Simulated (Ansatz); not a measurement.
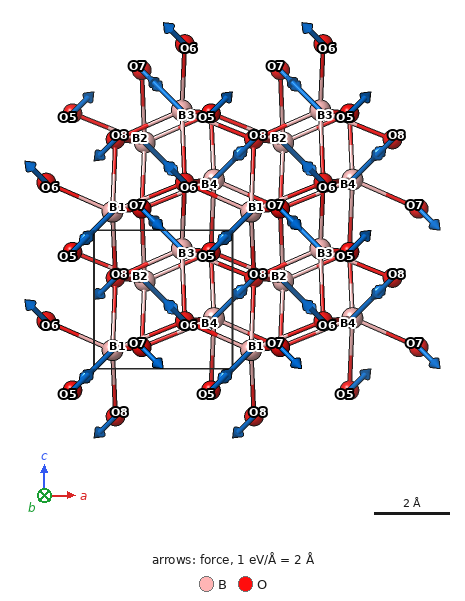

Starting geometry of a crystal of BO (built on the FeSi (B20)_198 type) (coarse preliminary run) with the computed forces as blue arrows. The picture is a ball-and-stick view of the cell of the calculation, repeated 2 × 1 × 2 with one cell outlined, seen along the b axis.

Case: FeSi (B20) type (P2_13, No. 198).

Computed with Ansatz, DFT PBE, scalar-relativistic, plane waves, PAW.

Input file:
```yaml
crystal:
  lattice:
    - [3.7262706115, 0.0, 0.0]
    - [0.0, 3.7262706115, 0.0]
    - [0.0, 0.0, 3.7262706115]
  atoms:
    - { symbol: B, position: [0.134, 0.134, 0.134] }
    - { symbol: B, position: [0.366, 0.866, 0.634] }
    - { symbol: B, position: [0.634, 0.366, 0.866] }
    - { symbol: B, position: [0.866, 0.634, 0.366] }
    - { symbol: O, position: [0.8445, 0.8445, 0.8445] }
    - { symbol: O, position: [0.6555, 0.1555, 0.3445] }
    - { symbol: O, position: [0.3445, 0.6555, 0.1555] }
    - { symbol: O, position: [0.1555, 0.3445, 0.6555] }
basis:
  ecutwfc: 420
kpoints:
  mp_grid: { grid: [6, 6, 6] }
hamiltonian:
  xc: pbe
scf:
  occupations: { method: gaussian, width: 0.1 }
  lower_state_search: "off"
output:
  forces: true
  stress: true
  eigenvalues: true
relax:
  adjacent_minimum: "off"
  f_tol: 0.04
  max_steps: 70
  cell: { stress_tol: 0.4 }
```

Run as
```bash
ansatz run input.yaml --threads 1 --pin off --max-ram 2560MiB --backend cpu --events-out ev --progress --plain --runs-dir out
```

Q: Is this structure relaxed? If not, where do the atoms go?

A: It isn't relaxed: the largest force vector, on B atoms, is 0.80 eV/Å. The final displacements follow the starting forces only in part (cosine between the two patterns 0.66). The largest moves relative to the cell, 1.37 Å, are those of B1, B2, B3 and B4. B2 goes along [1 1 −1]. Largest moves by element: B 1.37 Å, O 0.39 Å. Cell: a = b = c 3.726 → 4.531 Å (+21.6 %). Volume +79.8 %. Some distances before and after: B1–O6 2.097 → 3.864 Å, B1–B2 2.284 → 3.489 Å, B1–O5 1.868 → 1.292 Å, B1–O6 (another image) 1.950 → 2.208 Å. The space group stays P2_13 (No. 198). Over 18 accepted moves (21 points after the start) the energy falls by 1451 meV per atom. Largest force component: 0.46 eV/Å at the start, 0.005 eV/Å at the end. The pressure goes from 22.35 to 0.31 GPa. The SCF was repeated 3 times at an unchanged geometry on a basis and grid sized afresh for the cell, which shifted the energy by 43.2 meV per atom at most. The run took 2.2 min on 1 thread of Intel(R) Xeon(R) Platinum 8259CL CPU @ 2.50GHz (Skylake/Cascade Lake), with other jobs on the host, peak memory 0.37 GiB.
